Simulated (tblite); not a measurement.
**Run report: C$_{2}$H$_{4}$BBrSi, geometry relaxation**

System: C$_{2}$H$_{4}$BBrSi.
Method: GFN2-xTB geometry optimisation, gas phase (tblite 0.8.0).

It belongs to a series of runs on one base structure; here: H on B replaced by ethynyl.

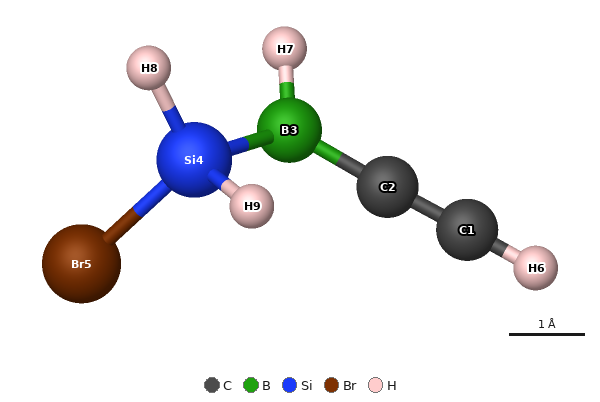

Fig. 1: The input geometry (ball-and-stick view, seen at a tilt; atoms are numbered from 1 in the order of the input). Bond lengths as drawn: Br–Si 2.25 Å, B–C 1.53 Å, B–H 1.18 Å, B–Si 1.95 Å, C–C 1.22 Å, C–H 1.06 Å and H–Si 1.47 to 1.48 Å.

The input:
```
{"job": {"kind": "relax", "xc": "GFN2-xTB", "basis": "xTB"}, "charge": 0, "multiplicity": 1}
C      2.467700     0.501300     0.256400
C      1.258800     0.555200     0.406100
B     -0.249300     0.596500     0.632900
Si    -1.321700    -0.626300    -0.446500
Br    -2.187900     0.609700    -2.117100
H      3.512100     0.444300     0.109700
H     -0.707200     0.862900     1.689900
H     -2.363100    -1.264200     0.373600
H     -0.395800    -1.673300    -0.930100
```

The first line tells a small driver script what to run in tblite; the rest is the geometry in Å.

Launched with:
```bash
OMP_NUM_THREADS=1 python <driver script> task.json out
```

The program's output:
```
step      E/eV     max force
  0    -362.23802    1.261
  1    -362.27874    1.366
  2    -362.35703    1.461
  3    -362.40282    0.620
  4    -362.44228    0.633
  5    -362.47464    0.660
  6    -362.50457    0.606
  7    -362.52072    0.459
  8    -362.53493    0.292
  9    -362.54098    0.243
 10    -362.54448    0.166
 11    -362.54641    0.122
 12    -362.54830    0.149
 13    -362.55065    0.168
 14    -362.55319    0.174
 15    -362.55543    0.132
 16    -362.55756    0.148
 17    -362.56013    0.170
 18    -362.56281    0.157
 19    -362.56489    0.135
 20    -362.56615    0.084
 21    -362.56697    0.092
 22    -362.56776    0.115
 23    -362.56877    0.123
 24    -362.56987    0.105
 25    -362.57073    0.062
 26    -362.57118    0.056
 27    -362.57139    0.054
 28    -362.57163    0.057
 29    -362.57205    0.084
 30    -362.57257    0.091
 31    -362.57300    0.063
 32    -362.57321    0.043
 33    -362.57332    0.037
 34    -362.57345    0.048
 35    -362.57362    0.059
 36    -362.57375    0.040
 37    -362.57380    0.015
 38    -362.57382    0.013
 39    -362.57384    0.016
 40    -362.57387    0.023
 41    -362.57391    0.026
 42    -362.57395    0.017
 43    -362.57397    0.012
 44    -362.57398    0.010
```

Trajectory as extended XYZ (Å, eV, eV/Å), 12 of the 45 frames kept, from step=0 to step=44:
```
9
Properties=species:S:1:pos:R:3:forces:R:3 step=0 energy=-362.23802
C     2.4677    0.5013    0.2564   -1.0580   0.0770   0.0700
C     1.2588    0.5552    0.4061    0.1520   0.3470   0.1630
B    -0.2493    0.5965    0.6329    0.9380  -0.7090   0.4560
Si   -1.3217   -0.6263   -0.4465    0.5210   0.2000   0.2480
Br   -2.1879    0.6097   -2.1171   -0.1030  -0.3650  -0.0150
H     3.5121    0.4443    0.1097   -0.1740  -0.0220   0.0210
H    -0.7072    0.8629    1.6899    0.3440   0.4370  -0.2120
H    -2.3631   -1.2642    0.3736   -0.1470   0.0090  -0.4230
H    -0.3958   -1.6733   -0.9301   -0.4720   0.0260  -0.3080
9
Properties=species:S:1:pos:R:3:forces:R:3 step=4 energy=-362.44228
C     2.4429    0.5079    0.2504    0.0890   0.0420  -0.0240
C     1.2579    0.6054    0.4351   -0.3080   0.0270   0.1950
B    -0.1917    0.5111    0.7079    0.0490   0.1440   0.0310
Si   -1.2722   -0.6091   -0.4149   -0.2030  -0.2960  -0.1270
Br   -2.1976    0.5518   -2.1109    0.0510  -0.2170   0.1270
H     3.4688    0.4434    0.1137    0.6010  -0.0060  -0.1240
H    -0.6570    0.9316    1.6736   -0.0290   0.4020   0.4880
H    -2.3783   -1.2562    0.3050   -0.1060   0.0390  -0.2370
H    -0.4591   -1.6799   -0.9851   -0.1430  -0.1360  -0.3300
9
Properties=species:S:1:pos:R:3:forces:R:3 step=8 energy=-362.53493
C     2.4527    0.5210    0.2450    0.0610   0.0250   0.0720
C     1.2688    0.6264    0.4791    0.2090  -0.2030   0.0230
B    -0.1853    0.5001    0.7758    0.0000   0.1850  -0.0590
Si   -1.2557   -0.6447   -0.4028    0.1120   0.0130   0.2370
Br   -2.1971    0.4847   -2.0923    0.0140   0.0690  -0.0530
H     3.4989    0.4479    0.0982   -0.2550   0.0890  -0.0290
H    -0.6233    1.0351    1.7273    0.0140  -0.0280  -0.0970
H    -2.4223   -1.2537    0.2266   -0.1450  -0.0970   0.0140
H    -0.5232   -1.7107   -1.0821   -0.0100  -0.0530  -0.1090
9
Properties=species:S:1:pos:R:3:forces:R:3 step=12 energy=-362.54830
C     2.4601    0.5254    0.2550   -0.0180  -0.0020   0.0400
C     1.2778    0.6019    0.4924   -0.0920  -0.0440   0.0500
B    -0.1826    0.5207    0.7721    0.0170  -0.0940  -0.0330
Si   -1.2495   -0.6537   -0.3805   -0.0700  -0.0390  -0.0710
Br   -2.1900    0.4843   -2.0901    0.0740   0.0080   0.0780
H     3.4934    0.4607    0.0877    0.1280   0.0510  -0.0570
H    -0.6194    1.0480    1.7234   -0.0110   0.0740  -0.0520
H    -2.4416   -1.2650    0.2186    0.0300  -0.0200  -0.0030
H    -0.5348   -1.7164   -1.1039   -0.0580   0.0660   0.0480
9
Properties=species:S:1:pos:R:3:forces:R:3 step=16 energy=-362.55756
C     2.4677    0.5284    0.2767    0.0300  -0.0150  -0.0470
C     1.2827    0.5633    0.5162    0.0930  -0.0300  -0.0570
B    -0.1818    0.5038    0.7687    0.0180  -0.0480   0.1120
Si   -1.2612   -0.6652   -0.3683   -0.0040   0.0090  -0.0080
Br   -2.1622    0.4909   -2.0679   -0.0380   0.1290  -0.0610
H     3.4991    0.4934    0.0639   -0.0540   0.0460   0.0450
H    -0.6158    1.0833    1.6898   -0.0590   0.0690  -0.0290
H    -2.4523   -1.2843    0.2095   -0.0560  -0.0390   0.0660
H    -0.5626   -1.7075   -1.1137    0.0700  -0.1210  -0.0220
9
Properties=species:S:1:pos:R:3:forces:R:3 step=20 energy=-362.56615
C     2.4773    0.5266    0.2841   -0.0450  -0.0040  -0.0550
C     1.2924    0.5223    0.5258   -0.0200   0.0010   0.0300
B    -0.1753    0.4760    0.7816   -0.0440   0.0080  -0.0240
Si   -1.2749   -0.6774   -0.3653    0.0490  -0.0590   0.0350
Br   -2.1441    0.5297   -2.0579   -0.0020   0.0300   0.0540
H     3.5035    0.5322    0.0531    0.0140   0.0130   0.0410
H    -0.6278    1.1244    1.6508    0.0300  -0.0160  -0.0500
H    -2.4667   -1.3069    0.2193    0.0380   0.0550  -0.0380
H    -0.5707   -1.7208   -1.1166   -0.0200  -0.0280   0.0070
9
Properties=species:S:1:pos:R:3:forces:R:3 step=24 energy=-362.56987
C     2.4729    0.5251    0.2745    0.0090   0.0000   0.0110
C     1.2936    0.5015    0.5410    0.0080   0.0150  -0.0280
B    -0.1759    0.4604    0.7843    0.0530   0.0180  -0.0490
Si   -1.2673   -0.6967   -0.3562   -0.0130   0.0390  -0.0770
Br   -2.1321    0.5528   -2.0319    0.0390  -0.0160   0.0960
H     3.5027    0.5580    0.0580   -0.0260  -0.0030   0.0150
H    -0.6251    1.1499    1.6174   -0.0390   0.0120   0.0280
H    -2.4702   -1.3063    0.2106   -0.0460  -0.0100   0.0220
H    -0.5850   -1.7387   -1.1230    0.0150  -0.0540  -0.0180
9
Properties=species:S:1:pos:R:3:forces:R:3 step=28 energy=-362.57163
C     2.4724    0.5239    0.2708    0.0140   0.0090   0.0300
C     1.2938    0.4985    0.5382   -0.0180   0.0410  -0.0240
B    -0.1756    0.4615    0.7755   -0.0090  -0.0060   0.0090
Si   -1.2658   -0.7024   -0.3612    0.0120  -0.0460   0.0320
Br   -2.1253    0.5657   -2.0120   -0.0020   0.0230  -0.0070
H     3.5025    0.5645    0.0645    0.0270  -0.0130  -0.0090
H    -0.6315    1.1521    1.6080   -0.0020  -0.0160  -0.0250
H    -2.4730   -1.3042    0.2138    0.0090   0.0020  -0.0090
H    -0.5839   -1.7536   -1.1228   -0.0310   0.0070   0.0010
9
Properties=species:S:1:pos:R:3:forces:R:3 step=32 energy=-362.57321
C     2.4781    0.5278    0.2816   -0.0100   0.0330  -0.0260
C     1.2944    0.5100    0.5269    0.0090   0.0010   0.0150
B    -0.1738    0.4554    0.7700    0.0120  -0.0010  -0.0090
Si   -1.2617   -0.7198   -0.3547   -0.0090  -0.0120  -0.0070
Br   -2.1135    0.5851   -1.9856    0.0080   0.0030  -0.0070
H     3.5069    0.5689    0.0670    0.0170  -0.0170   0.0210
H    -0.6400    1.1564    1.5866    0.0000  -0.0020   0.0010
H    -2.4791   -1.3052    0.2122   -0.0020  -0.0190   0.0100
H    -0.5980   -1.7726   -1.1294   -0.0260   0.0140   0.0040
9
Properties=species:S:1:pos:R:3:forces:R:3 step=36 energy=-362.57375
C     2.4797    0.5370    0.2783    0.0080  -0.0050   0.0020
C     1.2966    0.5146    0.5266    0.0100  -0.0020  -0.0140
B    -0.1719    0.4542    0.7669   -0.0080   0.0010   0.0010
Si   -1.2632   -0.7250   -0.3528   -0.0110   0.0370   0.0110
Br   -2.1085    0.5901   -1.9808    0.0050  -0.0050   0.0020
H     3.5116    0.5653    0.0733   -0.0110   0.0080   0.0110
H    -0.6419    1.1559    1.5814    0.0040  -0.0050  -0.0040
H    -2.4810   -1.3103    0.2140    0.0010  -0.0070   0.0090
H    -0.6078   -1.7759   -1.1320    0.0020  -0.0200  -0.0170
9
Properties=species:S:1:pos:R:3:forces:R:3 step=40 energy=-362.57387
C     2.4809    0.5376    0.2793   -0.0010  -0.0020   0.0000
C     1.2972    0.5142    0.5240   -0.0100  -0.0010  -0.0010
B    -0.1714    0.4533    0.7653    0.0060  -0.0010  -0.0070
Si   -1.2646   -0.7247   -0.3519    0.0050  -0.0210  -0.0090
Br   -2.1058    0.5929   -1.9781   -0.0050   0.0010  -0.0070
H     3.5125    0.5679    0.0760    0.0090   0.0060   0.0070
H    -0.6423    1.1561    1.5776    0.0050   0.0040   0.0080
H    -2.4812   -1.3126    0.2163    0.0040   0.0030   0.0040
H    -0.6117   -1.7787   -1.1336   -0.0140   0.0110   0.0050
9
Properties=species:S:1:pos:R:3:forces:R:3 step=44 energy=-362.57398
C     2.4817    0.5375    0.2790    0.0030   0.0050   0.0060
C     1.2971    0.5152    0.5199    0.0040   0.0000   0.0030
B    -0.1710    0.4538    0.7630    0.0000  -0.0050  -0.0050
Si   -1.2653   -0.7255   -0.3523   -0.0040   0.0030   0.0000
Br   -2.1059    0.5925   -1.9794   -0.0080  -0.0010  -0.0010
H     3.5147    0.5706    0.0829    0.0000   0.0010   0.0010
H    -0.6394    1.1553    1.5785    0.0050  -0.0020  -0.0030
H    -2.4795   -1.3137    0.2197   -0.0050   0.0060   0.0040
H    -0.6188   -1.7797   -1.1364    0.0060  -0.0060  -0.0050
```

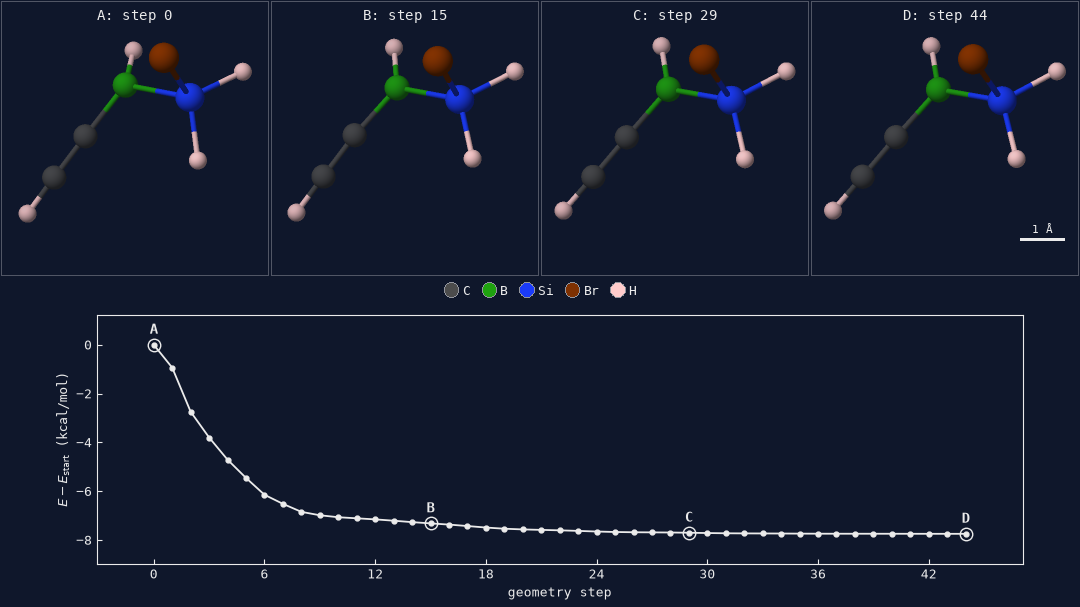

Fig. 2: Frames of the relaxation (ball-and-stick view, seen at an oblique angle) above the curves, on which the letters mark them (steps are counted from 0).

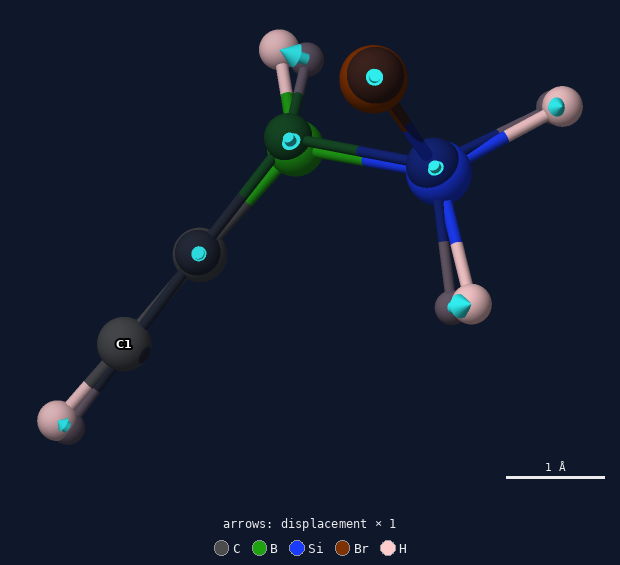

Fig. 3: Start (faint) and end (solid) with the displacements as teal arrows, at true length (ball-and-stick view, seen at an oblique angle). The two geometries are laid on each other by the best rigid fit. The largest moves after the best rigid fit, 0.32 Å, are those of H7 and H9. Largest moves by element: H 0.32 Å, B 0.21 Å, Br 0.16 Å, Si 0.15 Å, C 0.12 Å. Distances before and after: C2–B3 1.526 → 1.489 Å, Si4–H9 1.479 → 1.464 Å, C1–C2 1.219 → 1.209 Å, B3–H7 1.182 → 1.173 Å. Among the angles that change: B3–Si4–H9 106.3° → 119.5°, Br5–Si4–H9 112.8° → 101.5°, Br5–Si4–H8 112.3° → 102.0°. After 44 geometry steps the energy has fallen by 7.75 kcal/mol. Largest force component: 1.1 eV/Å at the start, 0.008 eV/Å at the end. (Atoms are counted from 1 in the order of the input.)

Results in brief:

- outcome: converged
- total energy: −362.5740 eV
- hardware: 1 CPU thread, shared host
- peak memory: 0.18 GiB
